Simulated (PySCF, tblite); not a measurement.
# C4H2F3O2−: dynamics, then NMR shifts on frames, part 2 of 2

tblite 0.8.0 and PySCF 2.14.0. Atoms count from 0. Earlier steps stand in the parts before.

## 4. NMR shieldings: 425 fs, PBE0/pcSseg-1

The job: settings as JSON, then the geometry in Å.

```
{"job": {"kind": "nmr", "xc": "PBE0", "basis": "pcSseg-1", "pop": false}, "charge": -1, "multiplicity": 1}
O      2.931600    -0.379200    -0.766100
C      1.817900    -0.004000    -0.435700
O      1.361500     1.143100    -0.463000
C      0.723900    -0.973900     0.040900
F      0.699200    -2.238700    -0.535700
C     -0.357200    -0.532700     0.640400
C     -1.541500    -1.329400     0.900200
F     -2.661300    -0.641600     0.433100
F     -1.700200    -1.697500     2.213300
H     -0.525000     0.539500     0.953800
H     -1.563500    -2.408600     0.455600
```

Method: GIAO PBE0/pcSseg-1 NMR shielding, non-relativistic, gas phase.

What it wrote:

```text
coarse grid: 11016 points
cycle   1  E = -602.5606684335  dE =  1.499e+00  |g| = 1.321e+00  |ddm| = 3.095e+00
cycle   2  E = -600.7665682826  dE =  1.794e+00  |g| = 2.920e+00  |ddm| = 4.418e+00
cycle   3  E = -602.7906456675  dE = -2.024e+00  |g| = 5.866e-01  |ddm| = 3.932e+00
cycle   4  E = -602.8656258734  dE = -7.498e-02  |g| = 1.539e-01  |ddm| = 6.163e-01
cycle   5  E = -602.8660237122  dE = -3.978e-04  |g| = 1.601e-01  |ddm| = 2.758e-01
cycle   6  E = -602.8706668366  dE = -4.643e-03  |g| = 3.011e-02  |ddm| = 1.553e-01
cycle   7  E = -602.8708143847  dE = -1.475e-04  |g| = 1.150e-02  |ddm| = 3.104e-02
cycle   8  E = -602.8708402306  dE = -2.585e-05  |g| = 2.063e-03  |ddm| = 1.080e-02
cycle   9  E = -602.8708410885  dE = -8.579e-07  |g| = 1.089e-03  |ddm| = 2.645e-03
final grid: 112808 points
cycle  10  E = -602.9655387777  dE = -2.933e-05  |g| = 1.186e-02  |ddm| = 2.621e-02
cycle  11  E = -602.9654979690  dE =  4.081e-05  |g| = 1.943e-02  |ddm| = 2.660e-02
cycle  12  E = -602.9655639906  dE = -6.602e-05  |g| = 6.513e-04  |ddm| = 1.668e-02
cycle  13  E = -602.9655640375  dE = -4.696e-08  |g| = 4.448e-04  |ddm| = 7.316e-04
cycle  14  E = -602.9655640688  dE = -3.133e-08  |g| = 1.564e-04  |ddm| = 4.028e-04
cycle  15  E = -602.9655640730  dE = -4.143e-09  |g| = 5.419e-05  |ddm| = 1.592e-04
cycle  16  E = -602.9655640735  dE = -4.784e-10  |g| = 1.537e-05  |ddm| = 5.220e-05
converged SCF energy = -602.9655640735

GIAO shielding tensors (ppm)
atom      isotropic    diamagn.    paramagn.     s11        s22        s33       span
  0 O       13.489     401.668    -388.180   -177.424    -87.638    305.528    482.952
  1 C       26.403     243.525    -217.122    -71.915     60.111     91.011    162.926
  2 O      -32.737     410.712    -443.449   -230.515    -55.608    187.911    418.426
  3 C        5.670     253.873    -248.203   -100.866     41.656     76.221    177.087
  4 F      283.000     475.739    -192.739    165.552    280.969    402.477    236.925
  5 C       77.952     258.245    -180.293     -4.734     91.901    146.689    151.423
  6 C       60.491     239.867    -179.376     41.827     64.268     75.377     33.550
  7 F      288.471     474.123    -185.652    180.361    338.296    346.755    166.394
  8 F      284.660     470.857    -186.197    169.824    316.403    367.753    197.929
  9 H       24.546      30.910      -6.364     20.324     24.207     29.106      8.782
 10 H       23.801      26.926      -3.125     21.415     22.912     27.075      5.660
```

Wall time 24 s (1 thread of Intel Xeon Platinum 8375C at 2.90GHz, shared host); peak memory 0.75 GiB.

Key values: δ C3 181.3, C1 160.5, C6 126.4, C5 109.0, H10 7.92, H9 7.17 ppm.

## 5. NMR shieldings: 625 fs, PBE0/pcSseg-1

The job: settings as JSON, then the geometry in Å.

```
{"job": {"kind": "nmr", "xc": "PBE0", "basis": "pcSseg-1", "pop": false}, "charge": -1, "multiplicity": 1}
O      3.330400    -0.824800    -0.169500
C      2.219400    -0.253600    -0.221300
O      1.953200     0.909100    -0.519900
C      0.967500    -1.067500    -0.032300
F      0.960200    -2.315300    -0.375300
C     -0.187700    -0.463200     0.397800
C     -1.376100    -1.351200     0.683000
F     -2.550400    -0.873900     0.206200
F     -1.540000    -1.513600     1.999000
H     -0.147700     0.559800     0.454100
H     -1.380600    -2.333900     0.125400
```

Method: GIAO PBE0/pcSseg-1 NMR shielding, non-relativistic, gas phase.

What it wrote:

```text
coarse grid: 11016 points
cycle   1  E = -602.5742635577  dE =  1.646e+00  |g| = 1.305e+00  |ddm| = 3.107e+00
cycle   2  E = -601.2879134961  dE =  1.286e+00  |g| = 2.700e+00  |ddm| = 3.962e+00
cycle   3  E = -602.8314260474  dE = -1.544e+00  |g| = 4.360e-01  |ddm| = 3.376e+00
cycle   4  E = -602.8738162940  dE = -4.239e-02  |g| = 1.140e-01  |ddm| = 5.012e-01
cycle   5  E = -602.8747939101  dE = -9.776e-04  |g| = 8.547e-02  |ddm| = 1.419e-01
cycle   6  E = -602.8761178183  dE = -1.324e-03  |g| = 3.213e-02  |ddm| = 9.071e-02
cycle   7  E = -602.8762982706  dE = -1.805e-04  |g| = 1.057e-02  |ddm| = 3.055e-02
cycle   8  E = -602.8763195256  dE = -2.125e-05  |g| = 2.714e-03  |ddm| = 1.044e-02
cycle   9  E = -602.8763210450  dE = -1.519e-06  |g| = 1.162e-03  |ddm| = 2.995e-03
final grid: 112808 points
cycle  10  E = -602.9681874906  dE = -2.823e-05  |g| = 1.119e-02  |ddm| = 2.604e-02
cycle  11  E = -602.9681518495  dE =  3.564e-05  |g| = 1.798e-02  |ddm| = 2.474e-02
cycle  12  E = -602.9682101747  dE = -5.833e-05  |g| = 7.882e-04  |ddm| = 1.553e-02
cycle  13  E = -602.9682102775  dE = -1.028e-07  |g| = 2.780e-04  |ddm| = 7.316e-04
cycle  14  E = -602.9682102881  dE = -1.057e-08  |g| = 1.132e-04  |ddm| = 2.551e-04
cycle  15  E = -602.9682102900  dE = -1.994e-09  |g| = 4.643e-05  |ddm| = 1.186e-04
cycle  16  E = -602.9682102904  dE = -3.890e-10  |g| = 1.307e-05  |ddm| = 4.362e-05
converged SCF energy = -602.9682102904

GIAO shielding tensors (ppm)
atom      isotropic    diamagn.    paramagn.     s11        s22        s33       span
  0 O       -2.706     401.014    -403.720   -223.173    -87.026    302.081    525.254
  1 C       20.567     243.683    -223.116    -75.696     64.349     73.048    148.743
  2 O      -21.005     410.209    -431.215   -237.936    -56.011    230.932    468.868
  3 C        3.005     254.791    -251.787   -125.484     46.142     88.356    213.840
  4 F      279.252     474.539    -195.288    170.738    222.807    444.209    273.470
  5 C       79.474     257.452    -177.978    -19.980    108.634    149.768    169.748
  6 C       66.738     237.840    -171.102     46.140     72.969     81.105     34.965
  7 F      316.835     473.404    -156.570    207.337    339.714    403.453    196.116
  8 F      295.328     471.000    -175.672    196.600    313.326    376.058    179.458
  9 H       25.581      34.536      -8.956     21.028     25.276     30.438      9.410
 10 H       24.230      27.611      -3.381     20.933     23.905     27.851      6.918
```

Run time: 22 s. Hardware: 1 thread of Intel Xeon Platinum 8375C at 2.90GHz, shared host; peak memory 0.75 GiB.

Key values: δ C3 183.9, C1 166.4, C6 120.2, C5 107.5, H10 7.49, H9 6.14 ppm.

## 6. Nuclear shieldings: 800 fs, PBE0/pcSseg-1

The job: settings as JSON, then the geometry in Å.

```
{"job": {"kind": "nmr", "xc": "PBE0", "basis": "pcSseg-1", "pop": false}, "charge": -1, "multiplicity": 1}
O      3.041800    -0.267600     0.011200
C      2.026300     0.252100    -0.344000
O      1.725100     1.332800    -0.833100
C      0.681400    -0.789000    -0.358400
F      0.747800    -1.956500    -1.050700
C     -0.480000    -0.550100     0.171600
C     -1.671500    -1.358200     0.263200
F     -2.811600    -0.710600     0.513000
F     -1.601800    -2.316000     1.297100
H     -0.473600     0.429100     0.670500
H     -1.919500    -2.046000    -0.643300
```

Level: GIAO PBE0/pcSseg-1 NMR shielding, non-relativistic, gas phase.

What it wrote:

```text
coarse grid: 11016 points
cycle   1  E = -602.5738440483  dE =  1.523e+00  |g| = 1.300e+00  |ddm| = 3.107e+00
cycle   2  E = -601.8593872773  dE =  7.145e-01  |g| = 2.338e+00  |ddm| = 3.059e+00
cycle   3  E = -602.8501389564  dE = -9.908e-01  |g| = 2.795e-01  |ddm| = 2.369e+00
cycle   4  E = -602.8661450281  dE = -1.601e-02  |g| = 1.109e-01  |ddm| = 3.556e-01
cycle   5  E = -602.8675469061  dE = -1.402e-03  |g| = 6.782e-02  |ddm| = 1.128e-01
cycle   6  E = -602.8683988196  dE = -8.519e-04  |g| = 1.408e-02  |ddm| = 5.672e-02
cycle   7  E = -602.8684322082  dE = -3.339e-05  |g| = 5.298e-03  |ddm| = 1.245e-02
cycle   8  E = -602.8684371996  dE = -4.991e-06  |g| = 1.302e-03  |ddm| = 3.793e-03
final grid: 112808 points
cycle   9  E = -602.9630293741  dE = -2.557e-05  |g| = 1.288e-02  |ddm| = 2.466e-02
cycle  10  E = -602.9629809362  dE =  4.844e-05  |g| = 2.109e-02  |ddm| = 2.688e-02
cycle  11  E = -602.9630589079  dE = -7.797e-05  |g| = 9.374e-04  |ddm| = 1.643e-02
cycle  12  E = -602.9630590296  dE = -1.217e-07  |g| = 5.280e-04  |ddm| = 1.008e-03
cycle  13  E = -602.9630590770  dE = -4.743e-08  |g| = 1.879e-04  |ddm| = 4.808e-04
cycle  14  E = -602.9630590835  dE = -6.490e-09  |g| = 4.416e-05  |ddm| = 1.590e-04
cycle  15  E = -602.9630590838  dE = -2.990e-10  |g| = 1.617e-05  |ddm| = 3.939e-05
converged SCF energy = -602.9630590838

GIAO shielding tensors (ppm)
atom      isotropic    diamagn.    paramagn.     s11        s22        s33       span
  0 O       37.192     402.375    -365.183   -114.518      0.718    225.377    339.896
  1 C       32.989     244.736    -211.747    -70.449     31.228    138.188    208.636
  2 O       25.980     407.276    -381.296   -129.499     33.052    174.386    303.885
  3 C      -10.560     251.817    -262.377   -135.657     29.866     74.111    209.769
  4 F      261.939     475.841    -213.902    131.065    243.173    411.580    280.514
  5 C       95.341     260.202    -164.861     14.226    126.485    145.311    131.085
  6 C       64.781     234.402    -169.621     43.508     66.212     84.622     41.114
  7 F      317.372     471.197    -153.825    219.799    336.669    395.647    175.849
  8 F      262.340     472.748    -210.407    126.300    315.199    345.523    219.224
  9 H       26.904      33.283      -6.380     23.712     26.514     30.484      6.772
 10 H       23.820      26.384      -2.565     21.707     22.851     26.902      5.194
```

It took 22 s on 1 thread of Intel Xeon Platinum 8375C at 2.90GHz, shared host; peak memory 0.75 GiB.

In short: δ C3 197.5, C1 153.9, C6 122.1, C5 91.6, H10 7.90, H9 4.81 ppm.

## 7. Nuclear shieldings: 1000 fs, PBE0/pcSseg-1

The job: settings as JSON, then the geometry in Å.

```
{"job": {"kind": "nmr", "xc": "PBE0", "basis": "pcSseg-1", "pop": false}, "charge": -1, "multiplicity": 1}
O      2.803100    -0.067400    -0.365200
C      1.691900     0.326100    -0.629800
O      1.214600     1.439700    -0.961300
C      0.516200    -0.660900    -0.650100
F      0.563900    -1.793000    -1.451600
C     -0.583800    -0.324400     0.070300
C     -1.768900    -1.213700     0.195900
F     -2.663500    -0.779200     1.129200
F     -1.478800    -2.460800     0.546900
H     -0.605200     0.470700     0.815100
H     -2.321000    -1.310800    -0.755100
```

With the program's defaults for keys left out, this is: GIAO PBE0/pcSseg-1 NMR shielding, non-relativistic, gas phase.

What it wrote:

```text
coarse grid: 11016 points
cycle   1  E = -602.5740863885  dE =  1.525e+00  |g| = 1.295e+00  |ddm| = 3.098e+00
cycle   2  E = -601.3999856852  dE =  1.174e+00  |g| = 2.644e+00  |ddm| = 3.517e+00
cycle   3  E = -602.8119874964  dE = -1.412e+00  |g| = 5.159e-01  |ddm| = 2.961e+00
cycle   4  E = -602.8623212734  dE = -5.033e-02  |g| = 1.948e-01  |ddm| = 5.175e-01
cycle   5  E = -602.8660950372  dE = -3.774e-03  |g| = 1.285e-01  |ddm| = 2.360e-01
cycle   6  E = -602.8692327824  dE = -3.138e-03  |g| = 1.795e-02  |ddm| = 1.051e-01
cycle   7  E = -602.8692862365  dE = -5.345e-05  |g| = 7.855e-03  |ddm| = 1.806e-02
cycle   8  E = -602.8692988152  dE = -1.258e-05  |g| = 1.883e-03  |ddm| = 7.599e-03
cycle   9  E = -602.8692995652  dE = -7.500e-07  |g| = 9.082e-04  |ddm| = 2.058e-03
final grid: 112808 points
cycle  10  E = -602.9640167904  dE = -3.292e-05  |g| = 1.194e-02  |ddm| = 2.221e-02
cycle  11  E = -602.9639744970  dE =  4.229e-05  |g| = 1.960e-02  |ddm| = 2.408e-02
cycle  12  E = -602.9640423847  dE = -6.789e-05  |g| = 8.743e-04  |ddm| = 1.501e-02
cycle  13  E = -602.9640424874  dE = -1.027e-07  |g| = 5.050e-04  |ddm| = 9.335e-04
cycle  14  E = -602.9640425237  dE = -3.632e-08  |g| = 2.275e-04  |ddm| = 4.770e-04
cycle  15  E = -602.9640425333  dE = -9.540e-09  |g| = 4.899e-05  |ddm| = 1.874e-04
cycle  16  E = -602.9640425336  dE = -3.747e-10  |g| = 1.362e-05  |ddm| = 4.107e-05
converged SCF energy = -602.9640425336

GIAO shielding tensors (ppm)
atom      isotropic    diamagn.    paramagn.     s11        s22        s33       span
  0 O       10.129     402.969    -392.839   -198.541    -60.917    289.847    488.389
  1 C       21.818     245.636    -223.818    -75.962     59.070     82.347    158.309
  2 O      -63.320     409.333    -472.653   -318.160    -39.394    167.596    485.756
  3 C      -10.883     253.428    -264.311   -145.073     30.874     81.549    226.622
  4 F      266.641     474.503    -207.862    152.309    244.583    403.031    250.722
  5 C       80.191     257.421    -177.230     -0.907    111.655    129.823    130.730
  6 C       67.992     236.970    -168.979     45.131     68.784     90.060     44.928
  7 F      318.328     471.977    -153.649    210.539    360.348    384.097    173.558
  8 F      302.031     472.220    -170.188    216.668    319.046    370.381    153.713
  9 H       26.098      32.844      -6.745     22.328     25.262     30.705      8.377
 10 H       24.971      27.504      -2.533     23.298     23.936     27.681      4.383
```

It took 22 s on 1 thread of Intel Xeon Platinum 8375C at 2.90GHz, shared host; peak memory 0.75 GiB.

Key values: δ C3 197.8, C1 165.1, C6 118.9, C5 106.7, H10 6.75, H9 5.62 ppm.

## 8. Comparing the runs: NMR shifts

Shifts (ppm) of some atoms, chosen among heavy atoms and hydrogens apart, with basis size and wall time:

| frame | H10 | H9 | O0 | O2 | F4 | F8 | F7 | functions | time |
| --- | --- | --- | --- | --- | --- | --- | --- | --- | --- |
| 250 fs | 7.45 | 4.84 | 313.7 | 285.4 | -97.7 | -122.1 | -132.7 | 163 | 28 s |
| 425 fs | 7.92 | 7.17 | 322.6 | 368.8 | -112.1 | -113.7 | -117.5 | 163 | 24 s |
| 625 fs | 7.49 | 6.14 | 338.8 | 357.1 | -108.3 | -124.4 | -145.9 | 163 | 22 s |
| 800 fs | 7.90 | 4.81 | 298.9 | 310.1 | -91.0 | -91.4 | -146.4 | 163 | 22 s |
| 1000 fs | 6.75 | 5.62 | 325.9 | 399.4 | -95.7 | -131.1 | -147.4 | 163 | 22 s |

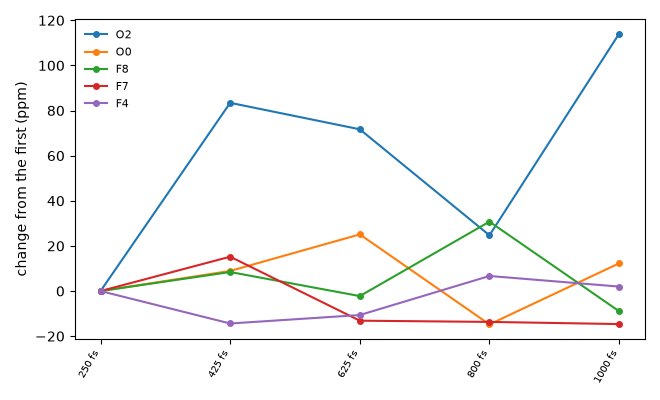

How five of the tabulated atoms move from run to run.

## 9. What came out

The summary covers parts 1 to 2.

```
                                        quantity                           value
                                      thermostat                           400 K
                   mean temperature, second half                           415 K
         mean potential energy above the minimum                         0.53 eV
  ¹³C shifts against TMS (PBE0/pcSseg-1, 250 fs)  192.9, 154.5, 129.1, 101.5 ppm
   ¹H shifts against TMS (PBE0/pcSseg-1, 250 fs)                  7.45, 4.84 ppm
  ¹⁷O shifts against H2O (PBE0/pcSseg-1, 250 fs)                313.7, 285.4 ppm
¹⁹F shifts against CFCl3 (PBE0/pcSseg-1, 250 fs)       -97.7, -122.1, -132.7 ppm
                        range of the shift of O2              285.4 to 399.4 ppm
```

What this shows: In the second half the potential energy averages 0.53 eV above the minimum; equipartition over 27 harmonic modes at 400 K would give 0.47 eV. With 11 atoms the temperature swings widely (224 to 599 K). Shifts at one fixed geometry are not the observed spectrum, which averages over the motion. In the first frame run (250 fs): Shielding is most anisotropic at O0 (span 378 ppm, paramagnetic term -380 ppm). Across the 5 runs the shift of O2 moves most, between 285.4 (250 fs) and 399.4 ppm (1000 fs).
